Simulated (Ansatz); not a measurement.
**A computed series for MoS2: pressure series**

The reference is MoS₂ in the 3R-MoS2 type structure (space group R3m, No. 160; a = 3.175 Å, c = 18.585 Å (hexagonal axes); layered, stacked along the Cartesian z axis).

Cell and atoms are relaxed at each pressure.

All numbers come from Ansatz (a quantum-chemistry and plane-wave program), r2SCAN+rVV10, PAW, cutoff 500 eV, spin-orbit coupling left out.

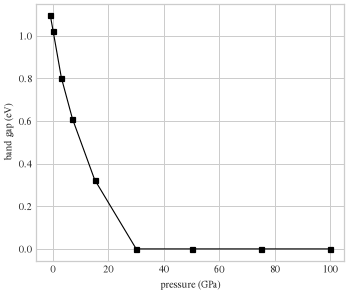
Figure. Band gap against pressure

| pressure (GPa) | band gap |
|---|---|
| -1 | 1.10 eV |
| 3 | 0.80 eV |
| 7 | 0.61 eV |
| 15 | 0.33 eV |
| 30 | zero |
| 50 | zero |
| 75 | zero |
| 100 | zero |

A case with no gap was solved on a k-mesh chosen for an insulator, which is coarse for it. Load acts through the strain it causes; cell and atoms are relaxed under it. Stability against distortions was not tested. Competing high-pressure phases were not computed. The final runs are not spin-polarised. A zero or small gap of MoS2 under pressure 30 GPa and MoS2 under pressure 50 GPa can be the functional's error rather than a property of the material.
